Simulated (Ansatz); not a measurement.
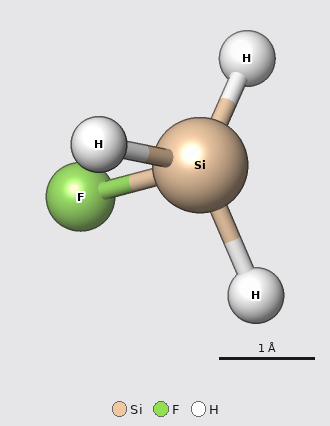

Fig. 1: The structure as given in the input (ball-and-stick view, seen at a tilt).

**SiH3F: single-point calculation**

SiH3F, computed with RKS PBE-D4/def2-TZVPPD (Ansatz 0.2.0).

The geometry comes from this level: PBE0-D4/def2-TZVP.

### Log
```
Functional definition: PBE
  name "PBE"
  cite "Perdew, Burke & Ernzerhof, Phys. Rev. Lett. 77, 3865 (1996) doi:10.1103/PhysRevLett.77.3865"
  parent pbe
  parameter kappa = 0.804
  parameter beta = 0.06672455060314922
  exchange = pbe_x(kappa = kappa, mu = beta*pi^2/3)
  correlation = pbe_c(beta = beta)
679 factors; their error is unknown
mean field evaluation 1: about -10635.5345 eV, gradient 3.9e1 eV
mean field evaluation 2: about -10614.5816 eV, gradient 1.2e2 eV
mean field evaluation 4: about -10638.1991 eV, gradient 3.1e0 eV
mean field evaluation 8: about -10638.2147 eV, gradient 1.5e-2 eV
mean field evaluation 16: about -10638.1995 eV, gradient 5.0e-5 eV
mean field -10638.19946716 eV, -390.9466195875 hartree, gradient 5.0e-5 eV, S^2 0.000000; 0 other end points of the search recorded, 0 dependent functions left out
reference -10638.19951004 eV, -390.9466211632 hartree; 13, 13 occupied and 126, 126 virtual orbitals, 679 factors
Total energy: -10638.24617577 eV, -390.9483360972 hartree
```

This output came from the following input.

### Input file
```yaml
crystal:
  periodic: [false, false, false]
  atoms:
    - {symbol: Si, position_ang: [0.042934, 0.076673, 0.311521]}
    - {symbol: F, position_ang: [-0.212105, 0.798991, 1.881855]}
    - {symbol: H, position_ang: [0.093574, 1.467815, -0.293238]}
    - {symbol: H, position_ang: [-1.334952, -0.552867, 0.403827]}
    - {symbol: H, position_ang: [1.270270, -0.603051, 0.858542]}
basis:
  gaussian: {orbitals: "def2-TZVPPD.json"}
hamiltonian: {xc: pbe, dispersion: d4}
```

Launched with:
```bash
ansatz run in.yaml --threads 2 --pin off --events-out ev --progress --plain --max-ram 5222MiB
```

### Summary

```csv
quantity,value
outcome,converged
total energy,−10638.2462 eV
mean-field energy,−10638.1995 eV
dispersion energy,−0.0467 eV
SCF solution under orbital rotations,stable
hardware,"2 threads of Arm Neoverse V1, 23 GiB of memory available, shared host"
wall time,1 s (CPU time 1.8 s)
peak memory,0.4 GiB
```
